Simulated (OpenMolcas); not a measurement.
# Multiconfigurational calculation, with input and output: Tm²⁺ complex

Tm²⁺ with 8 ligands (F; cube, 2.713 Å), embedded in BaF2 by model potentials and point charges, whose field is part of the energies. Computed at this level: state-averaged SS-CASPT2, IPEA shift 0.25, imaginary shift 0.1 hartree, closed shells 5s 5p of the metal and the valence shells of the ligands correlated, active space 13 electrons in the shell 4f, basis ANO-RCC-VDZP on the metal and ANO-RCC-VDZP on the ligands, DKH2 scalar Hamiltonian, spin-orbit coupling by RASSI with atomic mean-field integrals (OpenMolcas).

**The program's output (extracts)**
```
--- CASPT2 ---
Orbital specifications:
      -----------------------

      Symmetry species                           1   2
                                                ag  au
      Frozen orbitals                           18  13
      Inactive orbitals                         17  19
      Active orbitals                            0   7
      Secondary orbitals                        57  49
      Deleted orbitals                           0   0
      Number of basis functions                 92  88
Type of calculation                        SS-CASPT2
      Fock operator                              state-specific
      IPEA shift                                 0.25
      Real shift                                 0.00
      Imaginary shift                            0.10
      The input orbitals will be transformed to quasi-canonical
Reference energy:      -14353.0901045694
      E2 (Non-variational):      -2.6786746482
      Shift correction:          -0.0014793681
      E2 (Variational):          -2.6801540163
      Total energy:          -14355.7702585857
      Residual norm:              0.0000000728
      Reference weight:           0.63993
      Contributions to the CASPT2 correlation energy
      Active & Virtual Only:         -0.5646549926
      One Inactive Excited:          -0.3224443271
      Two Inactive Excited:          -1.7915753285
Reference energy:      -14353.0890377387
      E2 (Non-variational):      -2.6788514726
      Shift correction:          -0.0014810498
      E2 (Variational):          -2.6803325224
      Total energy:          -14355.7693702611
      Residual norm:              0.0000000640
      Reference weight:           0.63984
      Contributions to the CASPT2 correlation energy
      Active & Virtual Only:         -0.5646691353
      One Inactive Excited:          -0.3227055698
      Two Inactive Excited:          -1.7914767676
::    CASPT2 Root  1     Total energy: -14355.77025859
::    CASPT2 Root  2     Total energy: -14355.76937026
::    CASPT2 Root  3     Total energy: -14355.76928903
::    CASPT2 Root  4     Total energy: -14355.76932735
::    CASPT2 Root  5     Total energy: -14355.76903896
::    CASPT2 Root  6     Total energy: -14355.76904166
::    CASPT2 Root  7     Total energy: -14355.76903884
```

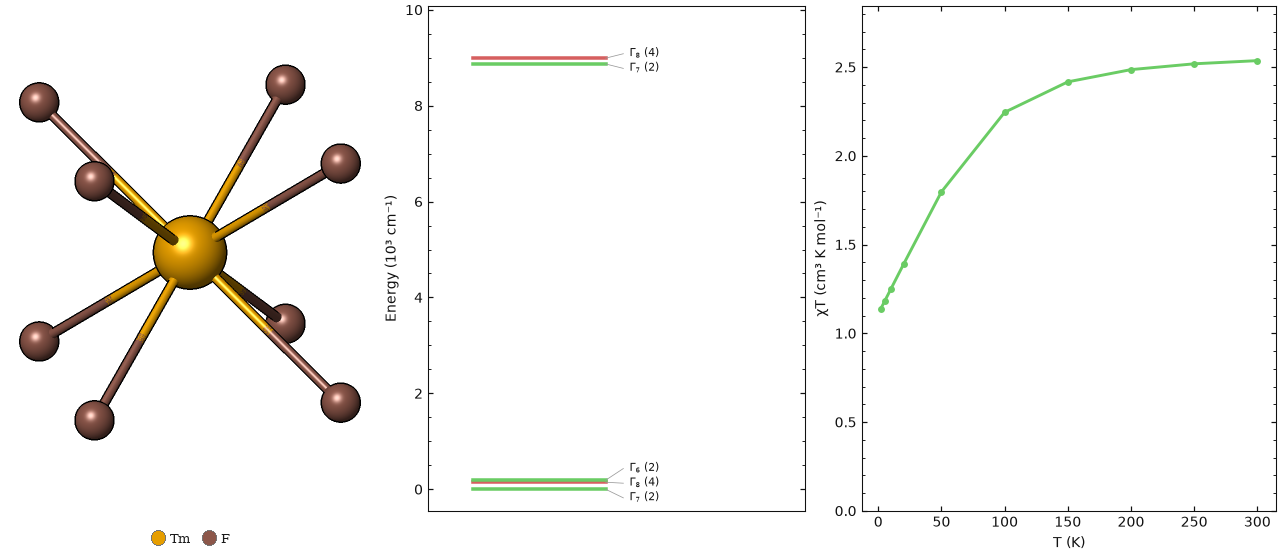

Figure 1. Tm²⁺ (4f¹³) as a dopant in BaF₂, a cluster with its 8 nearest F⁻ at 2.713 Å (cube) embedded in model potentials and point charges; the geometry was set, not optimised, and its levels and susceptibility. Labels give the representation in O, Td, D4 or D3 as the site allows (double group for half-integer spin) where it could be assigned and, in brackets, the degeneracy; spin-free states, where drawn, share the zero of the spin-orbit levels. Powder susceptibility by Van Vleck's formula. The ground level is Γ₇, a Kramers doublet, 100 % from states of spin multiplicity 2. Its principal g values are 3.44, 3.44 and 3.44, isotropic. The next level lies at 146 cm⁻¹ (Γ₈). The lowest J multiplet spreads over 188 cm⁻¹. χT is 1.14 cm³ K mol⁻¹ at 2 K and 2.54 at 300 K, an effective moment of 4.50 μB.

**Input**
```
&GATEWAY
Basis set
Tm.ANO-RCC-VDZP.
Tm1 0.0 0.0 0.0 Angstrom
End of basis
Basis set
F.ANO-RCC-VDZP.
L1 1.566351 1.566351 1.566351 Angstrom
L2 1.566351 1.566351 -1.566351 Angstrom
L3 1.566351 -1.566351 1.566351 Angstrom
L4 1.566351 -1.566351 -1.566351 Angstrom
End of basis
Basis set
Ba.EMB-AIMP.Pascual.0s.0s.ECP.BaF2.
PseudoCharge
* 21 symmetry-unique lattice sites within 7.6 angstrom
End of basis
Basis set
F.EMB-AIMP.Pascual.0s.0s.ECP.BaF2.
PseudoCharge
* 24 symmetry-unique lattice sites within 7.6 angstrom
End of basis
Symmetry
XYZ
AngMom=0.0 0.0 0.0
AMFI
RICD
XField
1364 Angstrom 0
* Evjen-weighted lattice charges
&SEWARD
&RASSCF
FileOrb=start.orb
Symmetry=2
Spin=2
nActEl=13 0 0
Inactive=35 32
Ras2=0 7
CIRoot=7 7 1
SDav=7
CIMx=300
Iter=150 100
PrWF=0.3
OrbListing=Nothing
MaxOrb=0
LevShft=1.0
>>> COPY $Project.JobIph JOB001
&RASSI
NrOfJobIphs=1 7
1 2 3 4 5 6 7
IphNames
JOB001
EJob
SpinOrbit
DIPRint=1.0
SOCoupling=1000.0
Subsets=2
Property=9
'ANGMOM' 1 'ANGMOM' 2 'ANGMOM' 3 'MLTPL  1' 1 'MLTPL  1' 2 'MLTPL  1' 3
'AMFI' 1 'AMFI' 2 'AMFI' 3
SOProperty=3
'ANGMOM' 1 'ANGMOM' 2 'ANGMOM' 3
>>> COPY JOB001 $Project.JobIph
&CASPT2
Multistate=7 1 2 3 4 5 6 7
NoMult
Frozen=18 13
IPEA=0.25
Imaginary=0.1
MaxIter=60
WThr=0.0 0.3 0.05
PrWF=0.5
NoMix
```

The file start.orb holds starting orbitals from an earlier step. A driver script formed the levels outside the program, from RASSI's spin-orbit matrix and the CASPT2 energies (for multi-state variants, the effective Hamiltonian), averaged over the components of each term or state. The log and the time are those of the CASPT2 step.

Launched with:
```bash
OMP_NUM_THREADS=1 MOLCAS_MEM=2457 MOLCAS_PROJECT=a pymolcas a.inp > a.log  # once for each step of the input, in one work folder
```

**Results in brief**

```tsv
quantity	value
outcome	converged
energy of the lowest spin-free term	−14355.77026 hartree
energy of the lowest spin-orbit level	−14355.78713 hartree
CASPT2 correlation energy	−2.6802 hartree
largest spread among components of a term	17.8 cm⁻¹
lowest reference weight	0.640
hardware	1 thread of Arm Neoverse V1, 24 GiB of memory available, shared host
wall time	58 s
peak memory	0.6 GiB
```

**Remarks**

Limits: the geometry is set by hand, with no relaxation.
